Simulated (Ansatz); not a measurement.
# CHAlSi (singlet): geometry optimisation

Aim: relax a generated start of CHAlSi (singlet) and see which bonds hold.

Computed with Ansatz 0.2.0, Gaussian basis. Level: RKS PBE0/def2-TZVP.

## 1. Starting geometry

4 atoms, charge 0, spin multiplicity 1.

Atoms are counted from 1 here; the program's logs count them from 0.

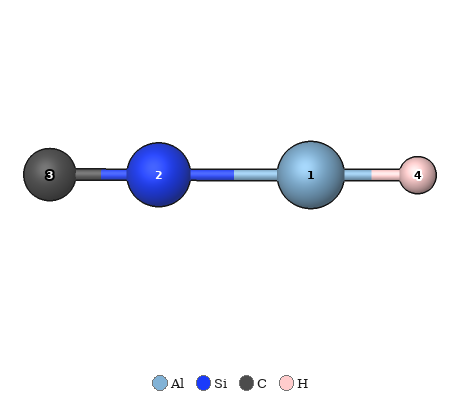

Start geometry, drawn with aluminium light blue, silicon blue, carbon dark grey, hydrogen pink; atoms are numbered from 1 in the order of the file.

Geometry (Å):

```xyz
4
charge 0, multiplicity 1
Al    0.0000    0.0000   -1.1914
Si    0.0000    0.0000    1.1754
C     0.0000    0.0000    2.8696
H     0.0000    0.0000   -2.8537
```

The start was built by rule and, where that kept it together, relaxed with GFN2-xTB. Sticks and bond lists go by distance. 

## 2. Relaxation

The input, in.yaml:

```yaml
crystal:
  periodic: [false, false, false]
  atoms:
    - {symbol: Al, position_ang: [0.000000, 0.000000, -1.191367]}
    - {symbol: Si, position_ang: [0.000000, 0.000000, 1.175425]}
    - {symbol: C, position_ang: [0.000000, 0.000000, 2.869639]}
    - {symbol: H, position_ang: [0.000000, 0.000000, -2.853696]}
basis:
  gaussian: {orbitals: def2-TZVP}
hamiltonian: {xc: pbe0}
relax: {f_tol: 0.004, max_steps: 80}
```

The run is started by

```console
ansatz run in.yaml --threads 1 --pin off --events-out ev --progress --plain --max-ram 2176MiB
```

Before running it: what results should come out? Wanted: energy gained; shift from the start; total energy; dipole moment.

As calculated:

```
                  quantity           value
                     steps               5
             energy gained        0.140 eV
shift from the start (rms)         0.088 Å
              total energy  -15513.5796 eV
             dipole moment          6.94 D
```

The bonds of the start are those of the end. Al1–Si2 went from 2.367 to 2.235 Å. No vibrations were run, so this is a stationary point, not a proven minimum, and this spin need not be the ground state's.
